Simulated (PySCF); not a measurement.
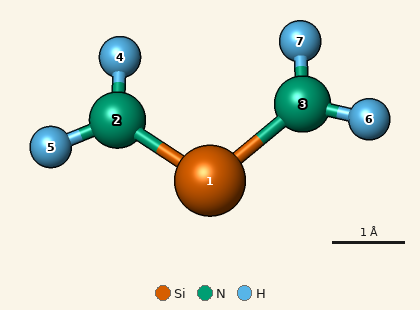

*The structure (ball-and-stick view, seen at a tilt; atoms are numbered from 1 in the order of the input).*

## NMR shielding calculation of SiN2H4

System: SiN2H4, SMILES N[Si]N.
Method: GIAO PBE0/pcSseg-2 NMR shielding, non-relativistic, gas phase (PySCF 2.14.0).

The geometry comes from this level: PBE0-D3(BJ)/def2-SVP. Figures and captions count atoms from 1; the log counts them from 0 in places.

### Input file
```
{"job": {"kind": "nmr", "xc": "PBE0", "basis": "pcSseg-2"}, "charge": 0, "multiplicity": 1}
Si    -0.018625    -0.569488    -1.010961
N      1.335755    -0.129198    -0.032050
N     -1.303088     0.083841    -0.057674
H      1.331586     0.371774     0.851990
H      2.276028    -0.376014    -0.317991
H     -2.264533    -0.005986    -0.364547
H     -1.237713     0.583298     0.824722
```

The first line tells a small driver script what to run in PySCF; the rest is the geometry in Å.

Run as:
```bash
OMP_NUM_THREADS=1 python <driver script> task.json out
```

### The program's output
```
coarse grid: 6232 points
cycle   1  E = -401.1838123760  dE =  1.098e-01  |g| = 5.554e-01  |ddm| = 1.939e+00
cycle   2  E = -401.1044094533  dE =  7.940e-02  |g| = 8.132e-01  |ddm| = 7.455e-01
cycle   3  E = -401.2482821973  dE = -1.439e-01  |g| = 4.665e-02  |ddm| = 4.534e-01
cycle   4  E = -401.2488195933  dE = -5.374e-04  |g| = 1.418e-02  |ddm| = 7.992e-02
cycle   5  E = -401.2488758913  dE = -5.630e-05  |g| = 2.747e-03  |ddm| = 2.145e-02
cycle   6  E = -401.2488768053  dE = -9.140e-07  |g| = 2.750e-04  |ddm| = 1.703e-03
final grid: 55400 points
cycle   7  E = -401.2537395580  dE = -3.408e-05  |g| = 7.472e-03  |ddm| = 1.344e-02
cycle   8  E = -401.2537253390  dE =  1.422e-05  |g| = 1.115e-02  |ddm| = 8.965e-03
cycle   9  E = -401.2537510402  dE = -2.570e-05  |g| = 3.883e-04  |ddm| = 5.623e-03
cycle  10  E = -401.2537510630  dE = -2.285e-08  |g| = 1.165e-04  |ddm| = 6.839e-04
cycle  11  E = -401.2537510656  dE = -2.632e-09  |g| = 3.334e-05  |ddm| = 1.384e-04
cycle  12  E = -401.2537510658  dE = -1.835e-10  |g| = 1.811e-05  |ddm| = 2.880e-05
```

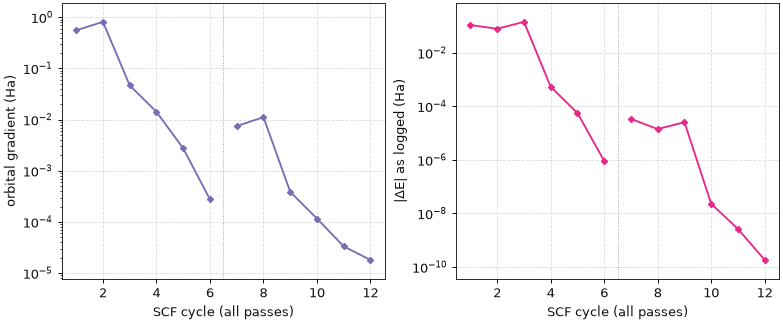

*Convergence of the self-consistent field: orbital gradient and size of the energy change against the SCF cycle. The dotted line marks the change from a coarse to the final integration grid.*

The first 6 cycles use a coarse grid, the final grid takes over at cycle 7, and the field converges after 12 cycles in all.

```
converged SCF energy = -401.2537510658

GIAO shielding tensors (ppm)
atom      isotropic    diamagn.    paramagn.     s11        s22        s33       span
  0 Si     221.203     876.122    -654.919    -20.713    339.404    344.917    365.630
  1 N      161.732     319.897    -158.165     47.910    192.149    245.138    197.227
  2 N      161.883     319.894    -158.011     48.310    192.255    245.085    196.775
  3 H       28.148      32.733      -4.584     23.798     23.996     36.652     12.853
  4 H       28.370      31.313      -2.943     24.783     24.805     35.521     10.738
  5 H       28.383      31.350      -2.968     24.799     24.806     35.542     10.743
  6 H       28.157      32.746      -4.588     23.792     23.999     36.681     12.889
```

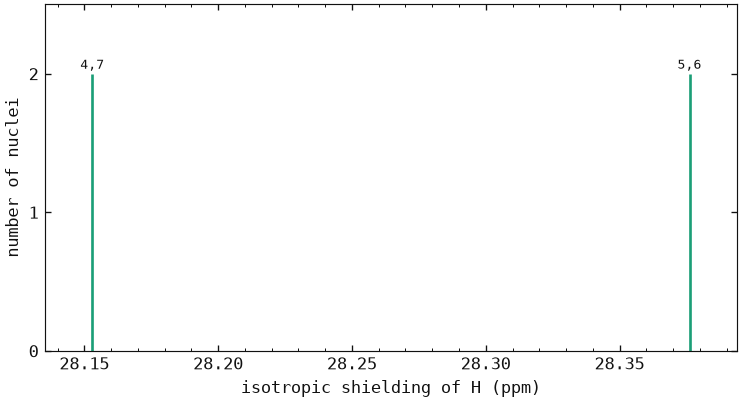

*Isotropic shieldings of the hydrogen nuclei in this fixed geometry, labelled by atom number; shielding grows to the right, so chemical shift grows to the left.*

The least shielded is H4 (28.1 ppm), the most shielded H6 (28.4 ppm).

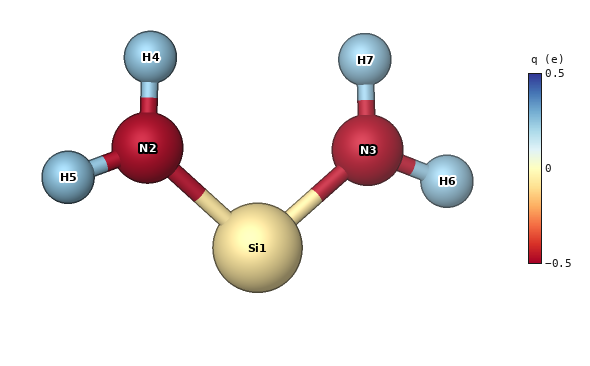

*ESP-fitted charges, as the colour of each atom (ball-and-stick view, seen at a tilt; atoms are numbered from 1 in the order of the input).*

By element: Si −0.08, N −0.48 to −0.47 and H +0.25 to +0.26 e.

### Key numbers

```tsv
quantity	value
outcome	converged
total energy	−401.253751 hartree
HOMO	−6.45 eV
LUMO	−0.42 eV
dipole moment	2.12 D
isotropic shielding, Si	221.2 ppm
isotropic shielding, N	161.7 to 161.9 ppm
isotropic shielding, H	28.1 to 28.4 ppm
hardware	1 CPU thread, shared host
wall time	9 s
peak memory	0.69 GiB
```
